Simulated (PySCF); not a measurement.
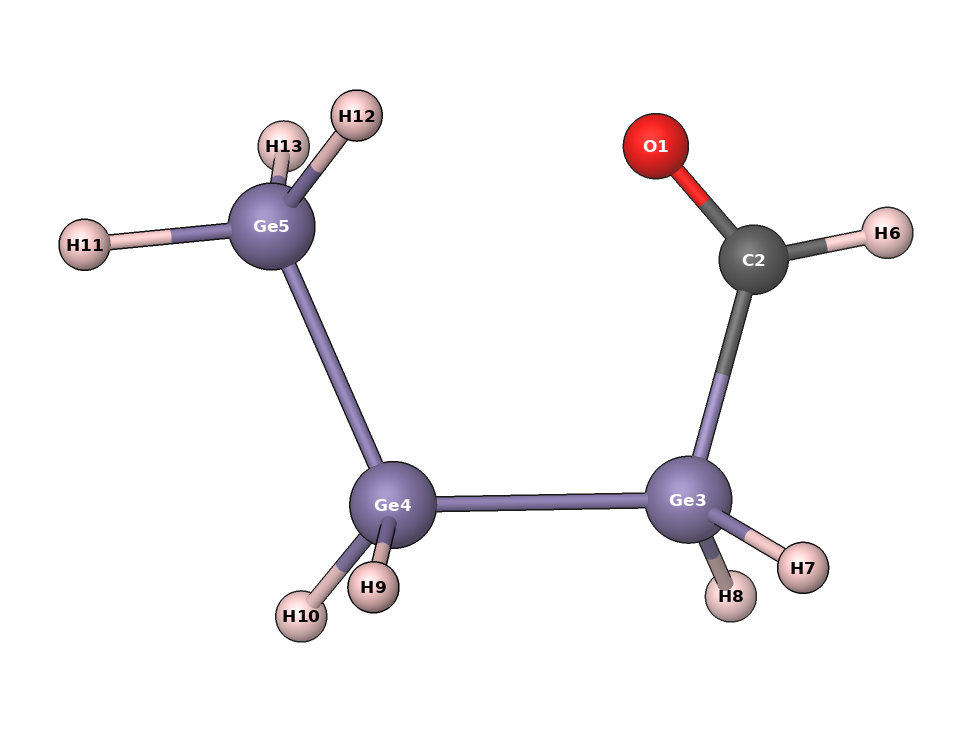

The computed structure is the end point of a PBE0-D3(BJ)/def2-SVP optimisation. No frequency run is at hand to confirm it as a minimum. Properties computed with delta-SCF UKS SCAN, pcX-2 on the ionised atom, pcseg-1 elsewhere, spin-free X2C (PySCF 2.14.0).

Give the core-electron binding energies (to vacuum) of O1 1s, C2 1s.

```
atom  level  binding energy (eV)
  O1     1s                538.4
  C2     1s                293.2
```
